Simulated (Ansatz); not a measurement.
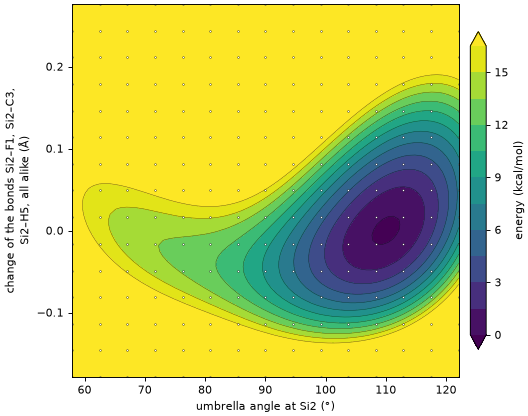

CHFSeSi, SMILES F[SiH]=C=[Se]. First axis: umbrella angle at Si2 (between each of its bonds and their common axis; 90 is planar). Second axis: change of the bonds Si2–F1, Si2–C3, Si2–H5, all alike. Nothing is relaxed (all other coordinates rigid). The grid has 15 × 15 points. Points are written as (first, second). Energies are in kcal/mol, from the lowest grid point. The calculation used RKS B3LYP-D4/def2-TZVP (Ansatz).

The picture shows filled contours, dots at the grid points, one colour for all values above the top of the scale. Between grid points the surface is interpolated.

Question: Estimate the position of the minimum and the force constants in these coordinates.

Answer: The interpolated minimum is at the first coordinate ≈ 110.1°, the second coordinate ≈ 0.000 Å. The curvatures there are about 13 eV/rad² and 70 eV/Å², with a cross term of about −13 eV/(rad·Å). Round the minimum the valley is somewhat tilted: raising the first coordinate shifts the best value of the second coordinate upwards (coupling k₁₂/√(k₁₁k₂₂) about −0.4). (1 eV is 23.1 kcal/mol.)
